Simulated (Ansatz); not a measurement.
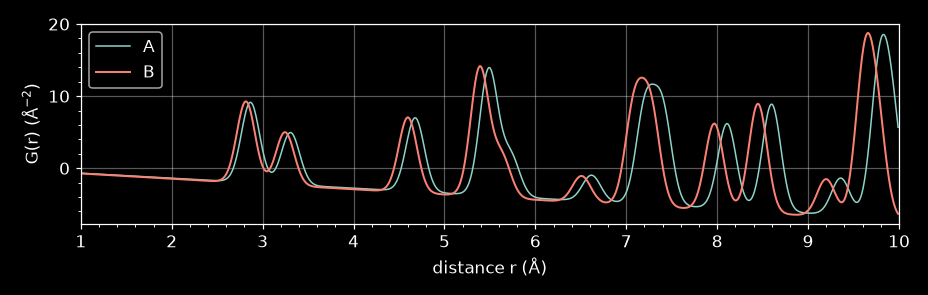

Each curve is a calculated X-ray PDF: distances of the static structure, each pair weighted by the product of the atomic numbers (X-ray weights at Q = 0), broadened by Gaussians with σ = 0.10 Å. Both curves are of Ta in space group Im-3m, for two cells of different size. A: the input geometry of an electronic-structure calculation (not necessarily at equilibrium); B: the input geometry of an electronic-structure calculation (not necessarily at equilibrium).

### Which cell is the larger, and by how much?

Cell A is larger: the volume of B is 5.1 % below that of A (18.13 and 17.21 Å³ per atom), a mean linear change of -1.7 %. The shortest distance is 2.867 Å in A and 2.817 Å in B.

### Give both cells.

Cell A: a = 3.310 Å, b = 3.310 Å, c = 3.310 Å, α = 90.00°, β = 90.00°, γ = 90.00°
Cell B: a = 3.253 Å, b = 3.253 Å, c = 3.253 Å, α = 90.00°, β = 90.00°, γ = 90.00°
